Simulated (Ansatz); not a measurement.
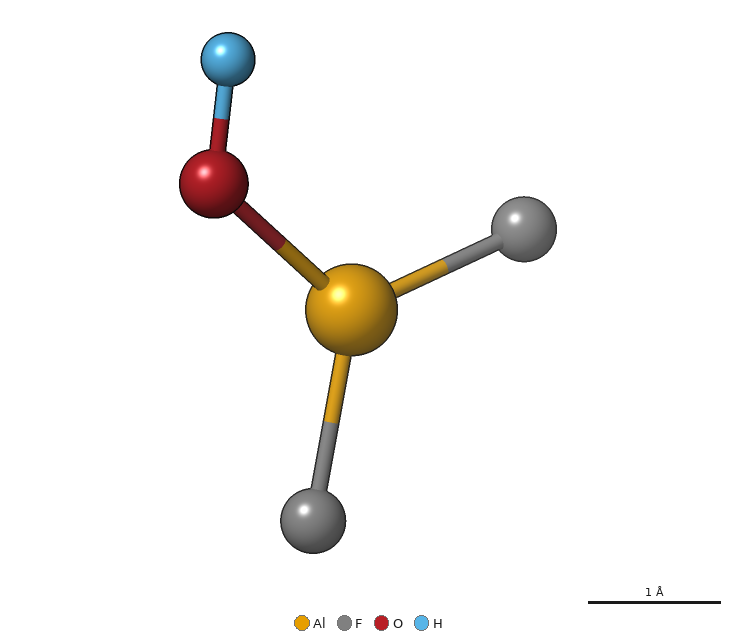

Rendered structure (ball-and-stick style). Every bond is drawn as one stick, whatever its order.

The computed structure is the end point of a PBE0-D4/def2-TZVP optimisation.

What is the molecular formula?

AlF2HO, 5 atoms: 1 aluminium, 2 fluorine, 1 hydrogen and 1 oxygen.

How many bonds of each kind are drawn?

2 Al–F, 1 Al–O, 1 O–H. Sticks follow a distance rule.

The parts below concern this one geometry. Atoms keep their numbers from picture to picture.

Shape

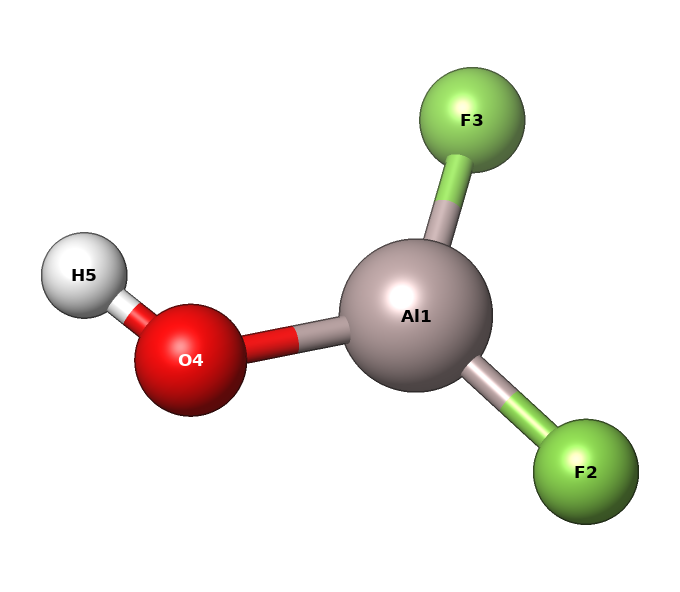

The atoms are numbered.

List the bonds and their lengths.

```tsv
bond	length (Å)
Al1–F2	1.633
Al1–F3	1.638
Al1–O4	1.674
O4–H5	0.955
```

Thermal motion

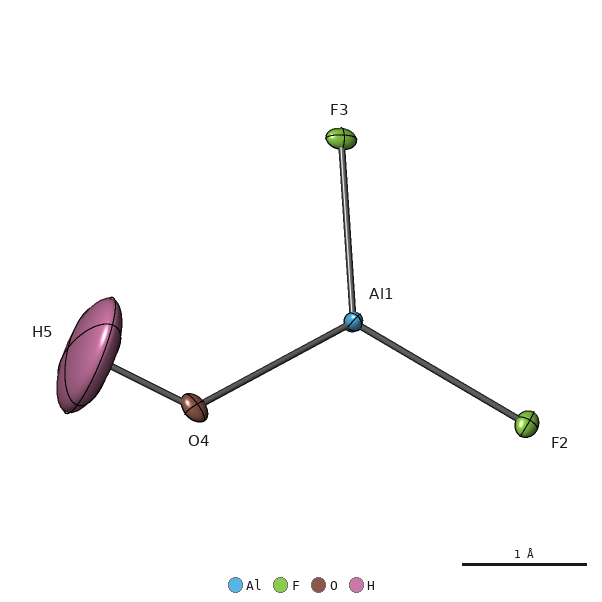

Displacement ellipsoids at the 50 % level, enlarged 1.5 times, from the internal vibrations of the free molecule (harmonic, no overall translation or rotation; no half-axis is drawn under 0.075 Å). Vibrations computed with RKS PBE0-D4/def2-TZVP (Ansatz 0.2.0). Temperature: 298 K.

Give the displacement parameters, one line for each set of equivalent atoms.

```
atom  U_eq (Å²)   rms amplitudes (Å)
 Al1     0.0015  0.033, 0.034, 0.048
  F2     0.0017  0.024, 0.040, 0.055
  F3     0.0017  0.023, 0.040, 0.056
  O4     0.0020  0.031, 0.042, 0.058
  H5     0.0371  0.079, 0.203, 0.252
```

Vibrations

Harmonic vibrations computed with RKS PBE0-D4/def2-TZVP (Ansatz 0.2.0) at a stationary point of the same level.

How many vibrational modes are there, and where do they lie?

9 modes: 230, 248, 294, 353, 626, 704, 941, 973, 3968 cm⁻¹.

Electronic properties

Level of theory: RKS PBE0-D4/def2-TZVPP (Ansatz 0.2.0).

What is the HOMO–LUMO gap?

8.86 eV.

Give the HOMO energy (Kohn–Sham orbital) at this level.

−9.95 eV.

Charges

The questions are on Mulliken charges. Properties computed with RKS PBE0-D4/def2-TZVP (Ansatz 0.2.0).

Give the Mulliken charges atom by atom.

```tsv
atom	value (e)
Al1	0.87
F2	−0.33
F3	−0.34
O4	−0.53
H5	0.33
```

Mulliken values depend strongly on the basis set and can even reverse the polarity of a bond.
